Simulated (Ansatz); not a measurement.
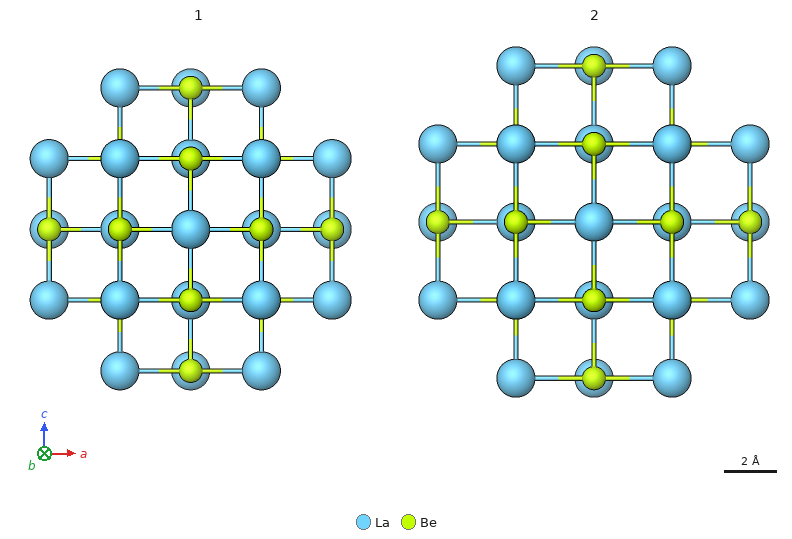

Two geometries of a crystal of LaBe (a generated structure, set up in Fm-3m) (coarse preliminary run), drawn at one scale. One is the start of a relaxation, the other its converged end. A ball-and-stick model of the conventional cell (4 times the calculation's cell), seen along the b axis. Lengths and directions refer to the drawn axes.

All numbers below come from DFT PBE, scalar-relativistic, plane waves, PAW (Ansatz). Set-up: plane-wave cutoff 420 eV; k-point mesh 6 × 6 × 6; occupations gaussian; smearing width 0.1 eV; no spin polarisation; cell and atoms relaxed; force threshold 0.04 eV/Å; at most 70 steps.

Question: Which one is relaxed?

Answer: Structure 2 is the relaxed one. After 3 accepted moves (4 points after the start) the energy has fallen by 255 meV per atom. All forces vanish by symmetry, so only the cell relaxes. The pressure goes from 13.72 to 0.22 GPa. The SCF was repeated once at an unchanged geometry on a basis and grid sized afresh for the cell, which shifted the energy by 2.8 meV per atom at most. No atom moves by more than 0.005 Å relative to the cell. The drawn cell changes as follows: a = b = c 5.485 → 6.054 Å (+10.4 %); the volume changes by +34.4 %. Near-neighbour distances that change, for instance: Be–La 2.743 → 3.027 Å. The space group stays Fm-3m (No. 225). Cost: 5.2 s on 1 thread of Arm Neoverse V1, with other jobs on the host, peak memory 0.3 GiB.
